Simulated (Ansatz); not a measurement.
**Si₃H₇Cl: geometry relaxation (part 2 of 2)**

The same run, continued: Si₃H₇Cl; RHF/def2-SVP (Ansatz 0.2.0). It belongs to a series of runs on one base structure; here: start relaxed.

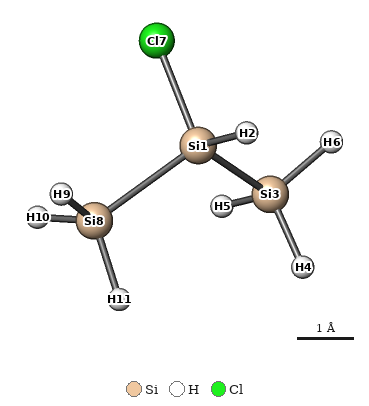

Fig. 1: The geometry at step 11 of the log (ball-and-stick view, seen at a tilt; atoms are numbered from 1 in the order of the input).

Trajectory as extended XYZ, continued:
```
11
Properties=species:S:1:pos:R:3:forces:R:3 step=6 energy=-36190.86666
Si    0.0409   -0.0721    0.0591   -0.0143   0.0375   0.1024
H     0.0863   -0.1672    1.5396   -0.0183   0.0110  -0.0559
Si    2.2533    0.1025   -0.7644    0.2236   0.0565  -0.0346
H     2.9453   -1.2192   -0.6190   -0.1163   0.2630  -0.0367
H     2.2085    0.4900   -2.2062    0.0488  -0.0814   0.2193
H     3.0001    1.1426    0.0170   -0.1689  -0.2426  -0.2029
Cl   -0.9417    1.7263   -0.4200    0.0240  -0.0680   0.0350
Si   -1.2321   -1.8879   -0.8019   -0.0431  -0.0002  -0.0111
H    -2.0582   -2.4812    0.2827    0.0356   0.0457  -0.0742
H    -2.1111   -1.4055   -1.8964    0.0568  -0.0349   0.0438
H    -0.3134   -2.9302   -1.3279   -0.0279   0.0133   0.0150
11
Properties=species:S:1:pos:R:3:forces:R:3 step=7 energy=-36190.87371
Si    0.0421   -0.0746    0.0634   -0.0341   0.0305   0.0567
H     0.0774   -0.1684    1.5416    0.0185  -0.0013  -0.0103
Si    2.2515    0.1047   -0.7660    0.1707   0.0353  -0.0586
H     2.9491   -1.2051   -0.6272   -0.0661   0.1033   0.0030
H     2.2233    0.4885   -2.2034   -0.0150  -0.0438   0.1137
H     2.9978    1.1378    0.0060   -0.0939  -0.1033  -0.0839
Cl   -0.9438    1.7208   -0.4116    0.0080  -0.0349   0.0164
Si   -1.2311   -1.8878   -0.7988   -0.0338  -0.0044  -0.0378
H    -2.0661   -2.4759    0.2781    0.0116   0.0308  -0.0265
H    -2.1013   -1.4051   -1.8973    0.0291  -0.0105   0.0127
H    -0.3210   -2.9368   -1.3223    0.0051  -0.0016   0.0144
11
Properties=species:S:1:pos:R:3:forces:R:3 step=8 energy=-36190.89073
Si    0.0565   -0.0973    0.1041    0.0115  -0.0017  -0.0087
H     0.1379   -0.2379    1.5755    0.0055  -0.0139   0.0097
Si    2.2394    0.1141   -0.7902   -0.0202  -0.0011   0.0119
H     2.9653   -1.1685   -0.6148    0.0049   0.0029   0.0011
H     2.1607    0.4358   -2.2339   -0.0026  -0.0052  -0.0141
H     2.9668    1.1911   -0.0791    0.0041   0.0053  -0.0103
Cl   -0.9615    1.6978   -0.2886   -0.0097   0.0102   0.0146
Si   -1.2235   -1.8773   -0.8084    0.0112   0.0021   0.0119
H    -2.1928   -2.3710    0.1981   -0.0154   0.0074  -0.0078
H    -1.9496   -1.3973   -2.0060    0.0158  -0.0025  -0.0198
H    -0.3212   -2.9911   -1.1942   -0.0052  -0.0035   0.0115
11
Properties=species:S:1:pos:R:3:forces:R:3 step=9 energy=-36190.89653
Si    0.0705   -0.1184    0.1426   -0.0239   0.0022   0.0209
H     0.1874   -0.3211    1.6070    0.0120   0.0169  -0.0420
Si    2.2261    0.1279   -0.8139   -0.0160   0.0161   0.0081
H     2.9872   -1.1303   -0.6095   -0.0003   0.0094  -0.0083
H     2.1003    0.3910   -2.2680   -0.0020  -0.0093   0.0224
H     2.9495    1.2494   -0.1670   -0.0281  -0.0231  -0.0150
Cl   -0.9771    1.6800   -0.1611    0.0228  -0.0321   0.0251
Si   -1.2184   -1.8678   -0.8119   -0.1631  -0.1313  -0.0958
H    -2.3306   -2.2669    0.1121    0.2524   0.1009  -0.2267
H    -1.7878   -1.3965   -2.1150    0.1320  -0.1337   0.2714
H    -0.3293   -3.0489   -1.0528   -0.1857   0.1840   0.0399
11
Properties=species:S:1:pos:R:3:forces:R:3 step=10 energy=-36190.90206
Si    0.0687   -0.1200    0.1553    0.1227   0.0126  -0.0479
H     0.2215   -0.3188    1.6151   -0.0581  -0.0411  -0.0194
Si    2.2157    0.1250   -0.8155   -0.0612   0.0586   0.0006
H     2.9928   -1.1211   -0.6117    0.0072  -0.0274   0.0072
H     2.0772    0.3790   -2.2682    0.0082  -0.0005  -0.0232
H     2.9229    1.2577   -0.1774    0.0316   0.0196  -0.0003
Cl   -0.9762    1.6836   -0.1199    0.0086  -0.0602   0.0046
Si   -1.2040   -1.8656   -0.8237   -0.2367  -0.1406   0.0085
H    -2.3365   -2.2196    0.0807    0.1212   0.0391  -0.1326
H    -1.7441   -1.4233   -2.1402    0.1001  -0.0200   0.1500
H    -0.3602   -3.0786   -1.0319   -0.0436   0.1601   0.0524
11
Properties=species:S:1:pos:R:3:forces:R:3 step=11 energy=-36190.91410
Si    0.0824   -0.1415    0.1618    0.0062  -0.0017   0.0036
H     0.2358   -0.3792    1.6149    0.0039  -0.0080   0.0064
Si    2.2124    0.1420   -0.8320   -0.0079   0.0036  -0.0005
H     3.0036   -1.0984   -0.6370    0.0041  -0.0014  -0.0026
H     2.0572    0.3935   -2.2842   -0.0024   0.0029  -0.0023
H     2.9192    1.2808   -0.2019    0.0015   0.0036  -0.0029
Cl   -0.9802    1.6571   -0.0645   -0.0018  -0.0013  -0.0005
Si   -1.2139   -1.8660   -0.8165   -0.0039   0.0043  -0.0023
H    -2.4060   -2.1447    0.0180   -0.0053   0.0064  -0.0103
H    -1.6402   -1.4478   -2.1726    0.0096  -0.0039   0.0007
H    -0.3924   -3.0976   -0.9234   -0.0040  -0.0045   0.0107
11
Properties=species:S:1:pos:R:3:forces:R:3 step=12 energy=-36190.91669
Si    0.0931   -0.1607    0.1770   -0.0254   0.0033   0.0308
H     0.2678   -0.4331    1.6222    0.0063   0.0135  -0.0006
Si    2.2048    0.1548   -0.8462    0.0066  -0.0104  -0.0149
H     3.0187   -1.0731   -0.6608   -0.0047   0.0071  -0.0039
H     2.0237    0.3993   -2.2970   -0.0033   0.0026   0.0058
H     2.9053    1.3064   -0.2324   -0.0074   0.0003   0.0042
Cl   -0.9842    1.6359    0.0011    0.0128  -0.0028   0.0033
Si   -1.2156   -1.8650   -0.8155   -0.0164  -0.0272  -0.0500
H    -2.4776   -2.0586   -0.0530    0.0987   0.0124  -0.0702
H    -1.5265   -1.4767   -2.2176    0.0135  -0.0595   0.1058
H    -0.4318   -3.1311   -0.8154   -0.0809   0.0608  -0.0103
11
Properties=species:S:1:pos:R:3:forces:R:3 step=13 energy=-36190.91808
Si    0.0964   -0.1611    0.1811   -0.0353  -0.0002   0.0163
H     0.2648   -0.4361    1.6262    0.0231   0.0104   0.0001
Si    2.2039    0.1577   -0.8488    0.0072  -0.0195   0.0033
H     3.0168   -1.0712   -0.6689    0.0042   0.0044  -0.0053
H     2.0189    0.4063   -2.2981   -0.0098   0.0033   0.0025
H     2.9050    1.3073   -0.2331    0.0009   0.0065   0.0055
Cl   -0.9787    1.6366    0.0085    0.0029   0.0015  -0.0015
Si   -1.2117   -1.8641   -0.8145   -0.0208  -0.0469  -0.0432
H    -2.4799   -2.0488   -0.0663    0.0485   0.0183  -0.0232
H    -1.5127   -1.4904   -2.2190    0.0109  -0.0172   0.0425
H    -0.4449   -3.1381   -0.8046   -0.0319   0.0395   0.0029
11
Properties=species:S:1:pos:R:3:forces:R:3 step=14 energy=-36190.91915
Si    0.0974   -0.1667    0.1845   -0.0014   0.0018  -0.0041
H     0.2769   -0.4390    1.6288   -0.0005   0.0023  -0.0001
Si    2.2017    0.1600   -0.8504   -0.0004   0.0011   0.0005
H     3.0196   -1.0681   -0.6903    0.0011  -0.0017  -0.0029
H     2.0066    0.4261   -2.2953   -0.0025   0.0015   0.0017
H     2.9039    1.3043   -0.2248   -0.0009   0.0000   0.0004
Cl   -0.9781    1.6312    0.0127    0.0024  -0.0047   0.0028
Si   -1.2112   -1.8680   -0.8152    0.0004   0.0005   0.0002
H    -2.4907   -2.0225   -0.0851   -0.0020   0.0032  -0.0014
H    -1.4843   -1.5094   -2.2270    0.0045  -0.0012   0.0010
H    -0.4641   -3.1498   -0.7755   -0.0009  -0.0027   0.0017
11
Properties=species:S:1:pos:R:3:forces:R:3 step=15 energy=-36190.91957
Si    0.1016   -0.1742    0.1901    0.0033   0.0020  -0.0034
H     0.2862   -0.4501    1.6331   -0.0006  -0.0010  -0.0037
Si    2.1991    0.1648   -0.8553   -0.0004   0.0066  -0.0004
H     3.0233   -1.0617   -0.7155   -0.0040   0.0018  -0.0016
H     1.9904    0.4462   -2.2958    0.0007  -0.0010   0.0077
H     2.9016    1.3056   -0.2230   -0.0008  -0.0053  -0.0026
Cl   -0.9765    1.6234    0.0286    0.0028  -0.0070  -0.0003
Si   -1.2095   -1.8712   -0.8140   -0.0130  -0.0010   0.0023
H    -2.5113   -1.9858   -0.1147    0.0152  -0.0009  -0.0124
H    -1.4378   -1.5316   -2.2392    0.0033  -0.0078   0.0155
H    -0.4893   -3.1672   -0.7319   -0.0065   0.0136  -0.0011
11
Properties=species:S:1:pos:R:3:forces:R:3 step=16 energy=-36190.91966
Si    0.1034   -0.1769    0.1924   -0.0004   0.0058  -0.0043
H     0.2910   -0.4549    1.6344   -0.0045  -0.0003   0.0001
Si    2.1980    0.1681   -0.8567   -0.0035  -0.0020  -0.0094
H     3.0209   -1.0609   -0.7311   -0.0020   0.0027  -0.0004
H     1.9812    0.4606   -2.2937    0.0042   0.0000   0.0067
H     2.9059    1.3029   -0.2199   -0.0039  -0.0053   0.0003
Cl   -0.9757    1.6203    0.0332    0.0006   0.0000   0.0035
Si   -1.2098   -1.8718   -0.8126    0.0060  -0.0069   0.0056
H    -2.5217   -1.9722   -0.1315    0.0065   0.0033  -0.0011
H    -1.4161   -1.5461   -2.2435    0.0000   0.0005   0.0004
H    -0.4993   -3.1709   -0.7085   -0.0030   0.0022  -0.0013
```

This output came from the following input.

The input:
```yaml
crystal:
  periodic: [false, false, false]
  atoms:
    - { symbol: Si, position_ang: [0.0, 0.0, 0.0] }
    - { symbol: H, position_ang: [0.0, 0.0, 1.46] }
    - { symbol: Si, position_ang: [2.0935, 0.0, -0.7393] }
    - { symbol: H, position_ang: [2.5508, -1.3762, -0.9079] }
    - { symbol: H, position_ang: [2.1573, 0.6939, -2.0222] }
    - { symbol: H, position_ang: [2.951, 0.6823, 0.2255] }
    - { symbol: Cl, position_ang: [-1.0032, 1.7381, -0.7093] }
    - { symbol: Si, position_ang: [-1.0456, -1.8115, -0.7393] }
    - { symbol: H, position_ang: [-1.7029, -2.4846, 0.3772] }
    - { symbol: H, position_ang: [-2.0454, -1.4265, -1.7311] }
    - { symbol: H, position_ang: [-0.0777, -2.7173, -1.3511] }
basis:
  gaussian: { orbitals: def2-SVP }
hamiltonian:
  xc: hf
relax:
  f_tol: 0.02
  max_steps: 40
```

Launch command:
```bash
ansatz run input.yaml --threads 1 --pin off --max-ram 2048MiB --backend cpu --events-out ev --progress --plain --runs-dir out
```

Key numbers:

```json
{"quantity": "outcome", "value": "converged"}
{"quantity": "total energy", "value": "−36190.9197 eV"}
{"quantity": "mean-field energy", "value": "−36190.9197 eV"}
{"quantity": "largest force (length of the vector) at the end", "value": "0.011 eV/Å"}
{"quantity": "hardware", "value": "1 thread of Intel Xeon (Granite Rapids), 32 GiB of memory available, shared host"}
{"quantity": "wall time", "value": "26 s"}
{"quantity": "peak memory", "value": "0.24 GiB"}
```
